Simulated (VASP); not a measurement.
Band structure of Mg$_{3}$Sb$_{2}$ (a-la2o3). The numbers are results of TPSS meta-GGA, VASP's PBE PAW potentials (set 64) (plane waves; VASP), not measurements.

Unless said otherwise, spin-orbit coupling is left out, though it shifts the bands of the heavy elements here.

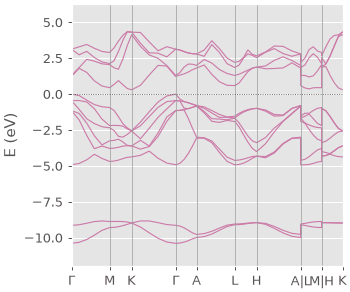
Fig. 1. Bands along high-symmetry lines, zero at the valence-band maximum or, without a gap, the Fermi level

Read the plot: is there a gap, and where are the band edges?

The gap is indirect, 0.30 eV, from the valence maximum at Γ to the conduction minimum at K.

The compound is Mg3Sb2 in the a-la2o3 structure. It was relaxed first.
